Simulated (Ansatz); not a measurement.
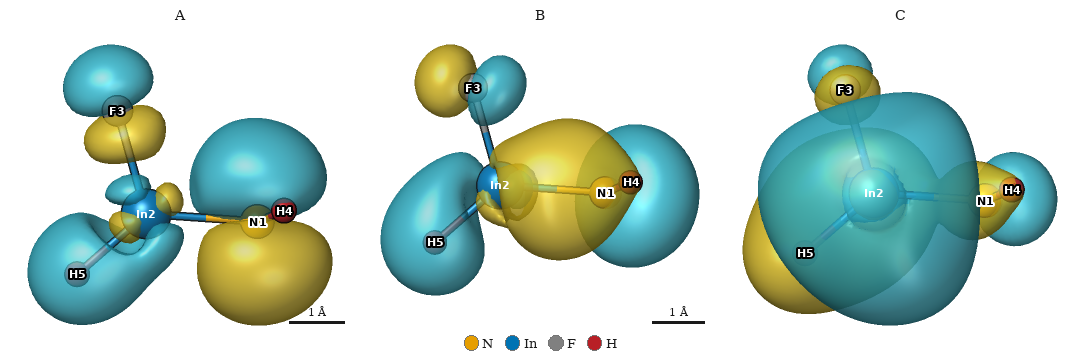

FH2InN (doublet). Three frontier orbitals at ±0.06 Å⁻³ᐟ² (yellow and cyan are the two phases), in no order.

Core potentials replace the inner electrons of In.

Computed with UKS CAM-B3LYP/def2-mTZVP (Ansatz 0.2.0).

Input file:

```
crystal:
  periodic: [false, false, false]
  atoms:
    - { symbol: "N", position_ang: [-1.40863, 0.19468, -0.66607] }
    - { symbol: In, position_ang: [0.4783, 0.36437, 0.06721] }
    - { symbol: F, position_ang: [1.00869, -1.34313, 0.89624] }
    - { symbol: H, position_ang: [-1.78346, -0.73522, -0.47381] }
    - { symbol: H, position_ang: [1.7051, 1.5193, 0.17643] }
magnetization:
  spin_polarized: true
  initial_magnetization: 1
basis:
  gaussian: { orbitals: def2-mTZVP }
hamiltonian:
  xc: cam_b3lyp
relax:
  f_tol: 0.02
  max_steps: 50
output:
  orbitals: {}
```

Launched as:

```sh
ansatz run input.yaml --threads 2 --pin off --max-ram 3072MiB --backend cpu --events-out ev --progress --plain --runs-dir out
```

The fields are those of the run's last geometry, not of the input's.

Q: Order the three orbitals by energy and name them. All are α orbitals.

A: A is the HOMO−1 (α) (−10.50 eV). Its weight (Hirshfeld) is mainly on N1 (about 70 %), In2 (about 10 %) and F3 (about 10 %); largely a lone pair of N1. B is the HOMO (α) (−9.76 eV). It lies mainly on N1 (about 65 %), In2 (about 15 %), F3 (about 5 %) and H5 (about 5 %). C is the LUMO (α) (−0.89 eV). It lies mainly on In2 (about 80 %), N1 (about 10 %) and H5 (about 5 %).

Q: What is the gap between the highest occupied and lowest empty α orbitals?

A: 8.87 eV between the orbital energies.
